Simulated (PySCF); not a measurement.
**One shape, several levels: MoO3 (molybdenum trioxide)**

Aim: a comparison of 4 runs (MP2/DZP-DKH, MP2/def2-TZVP) of MoO3 (molybdenum trioxide). Input form: a Python script.

Program for the calculation: PySCF 2.14.0.

2 further runs of the same task are left out: 2 that didn't finish.

### 1 The molecule

The species is MoO3 (4 atoms), meant as a singlet with charge 0. SMILES: `[O]=[Mo](=[O])=[O]`. The coordinates come from a PBE0-D4/def2-TZVP relaxation.

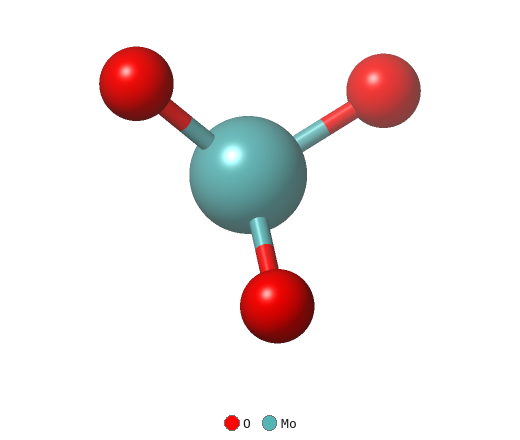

Viewed from a chosen angle; oxygen red, molybdenum teal.

### 2 A single-point energy at MP2/DZP-DKH (run 1)

Contents of run.py:

```python
from pyscf import gto, mp

mol = gto.M(
    atom='''
O     -1.829255    -0.283081     2.385779
Mo    -0.260971    -0.635893    -0.378512
O      2.847817    -1.148198     0.167808
O     -0.652333     1.953221    -2.213625
''',
    verbose=3,
    basis='dzp-dkh',
    charge=0,
    spin=0,
    max_memory=1860,
    unit='bohr',
)

mf = mol.RHF()
mf.max_cycle = 100
mf.kernel()
if not mf.converged:
    mf = mf.newton().run(mf.mo_coeff, mf.mo_occ)

pt = mp.MP2(mf, frozen=17).run()
e_tot = pt.e_tot
print('E = %.10f Eh' % e_tot)
dip = mf.dip_moment()
pop, q = mf.mulliken_pop()
```

Launch:

```console
$ OMP_NUM_THREADS=1 python run.py
```

Standard output:

```text
converged SCF energy = -4175.85811285558
[... 3 lines left out ...]
Dipole moment(X, Y, Z, Debye): -2.43080, -5.13876, -3.12124
[... 98 lines left out ...]
charge of    3O =     -0.59979
```

It took 3 s on 1 thread of Arm Neoverse V1, shared host; peak memory 0.23 GiB.

### 3 The energy at MP2/DZP-DKH (sfX2C) (run 2)

Contents of input.py:

```python
from pyscf import gto, mp

mol = gto.M(
    atom='''
O     -1.829255    -0.283081     2.385779
Mo    -0.260971    -0.635893    -0.378512
O      2.847817    -1.148198     0.167808
O     -0.652333     1.953221    -2.213625
''',
    charge=0,
    spin=0,
    unit='bohr',
    verbose=3,
    max_memory=1860,
    basis='dzp-dkh',
)

mf = mol.RHF()
mf = mf.sfx2c1e()
mf.max_cycle = 100
mf.kernel()
if not mf.converged:
    mf = mf.newton().run(mf.mo_coeff, mf.mo_occ)

pt = mp.MP2(mf, frozen=17).run()
e_tot = pt.e_tot
print('E(%s) = %.9f' % ('MP2', e_tot))
mf.analyze()
```

Launch:

```console
$ OMP_NUM_THREADS=1 python input.py
```

Standard output:

```text
converged SCF energy = -4270.22324802637
[... 8 lines left out ...]
MO #5   energy= -96.1788990235032  occ= 2
[... 10 lines left out ...]
MO #16  energy= -9.74944695976943  occ= 2
[... 10 lines left out ...]
MO #27  energy= -0.593875697221024 occ= 2
[... 10 lines left out ...]
MO #38  energy= 0.13514812581374   occ= 0
[... 10 lines left out ...]
MO #49  energy= 0.694008015002096  occ= 0
[... 10 lines left out ...]
MO #60  energy= 1.03373127802544   occ= 0
[... 10 lines left out ...]
MO #71  energy= 3.06737552175395   occ= 0
[... 10 lines left out ...]
MO #82  energy= 3.40884938153152   occ= 0
[... 10 lines left out ...]
MO #93  energy= 1524.49330283675   occ= 0
[... 5 lines left out ...]
Dipole moment(X, Y, Z, Debye): -2.44686, -5.17276, -3.14185
```

It took 3.3 s on 1 thread of Arm Neoverse V1, shared host; peak memory 0.23 GiB.

Run 3 isn't shown in full; the table further down has it.

### 4 A single-point energy at MP2/def2-TZVP (density fitting, core potential) (run 4)

Contents of geometry.xyz:

```xyz
4

O     -0.968000    -0.149800     1.262500
Mo    -0.138100    -0.336500    -0.200300
O      1.507000    -0.607600     0.088800
O     -0.345200     1.033600    -1.171400
```

Contents of run.py:

```python
from pyscf import gto, mp

mol = gto.Mole()
mol.atom = 'geometry.xyz'
mol.ecp = {'Mo': 'def2-svp'}
mol.basis = 'def2-tzvp'
mol.verbose = 4
mol.spin = 0
mol.max_memory = 1860
mol.build()

calc0 = mol.RHF()
calc0 = calc0.density_fit()
calc0.max_cycle = 100
calc0.kernel()
if not calc0.converged:
    calc0 = calc0.newton().run(calc0.mo_coeff, calc0.mo_occ)

pt = mp.MP2(calc0, frozen=3).run()
etot = pt.e_tot
print('E(%s) = %.9f' % ('MP2', etot))
```

Launch:

```console
$ OMP_NUM_THREADS=1 python run.py
```

Standard output:

```text
PySCF version 2.14.0

[... 69 lines left out ...]
converged SCF energy = -292.170205838635
[... 1 line left out ...]
******** <class 'pyscf.mp.dfmp2.DFRMP2'> ********
nocc = 16, nmo = 130
frozen orbitals 3
E(DFRMP2) = -293.450707278749  E_corr = -1.28050144011328
E(SCS-DFRMP2) = -293.371880490469  E_corr = -1.20167465183327
E_corr(same-spin) = -0.386454318810765
E_corr(oppo-spin) = -0.894047121302511
E(MP2) = -293.450707279
```

Run time: 2.9 s. Hardware: 1 thread of Arm Neoverse V1, shared host; peak memory 0.19 GiB.

### 5 Overview of the runs

| run | level | frozen core orbitals | core potential | energy (Eh) | dipole moment (D) of the reference | HOMO energy (eV) | LUMO energy (eV) | wall time |
| --- | --- | --- | --- | --- | --- | --- | --- | --- |
| 1 | MP2/DZP-DKH | 17 | – | -4176.759405 | 6.49 | -13.16 | -2.30 | 3 s |
| 2 | MP2/DZP-DKH (sfX2C) | 17 | – | -4271.115685 | 6.53 | -13.16 | -2.49 | 3.3 s |
| 3 | MP2/def2-TZVP (core potential) | 3 | def2-svp | -293.450789 | 5.77 | -13.08 | -2.10 | 7.5 s |
| 4 | MP2/def2-TZVP (density fitting, core potential) | 3 | def2-svp | -293.450707 | 5.77 | -13.08 | -2.10 | 2.9 s |

### 6 Outcome

```
                                          quantity          value
                               run 4: total energy  -293.45071 Eh
       run 4: dipole moment (Hartree–Fock density)         5.77 D
        run 4: HOMO energy (Hartree–Fock orbitals)      -13.08 eV
        run 4: LUMO energy (Hartree–Fock orbitals)       -2.10 eV
      run 4: HOMO–LUMO gap (Hartree–Fock orbitals)       10.99 eV
run 4: correlation energy (3 core orbitals frozen)    -1280.5 mEh
```

Some runs of one species differ in core potentials or relativity; totals across that change don't compare. In run 1 relativity is left out where basis or elements ask for it. All runs together took 17 s, the longest 7.5 s.
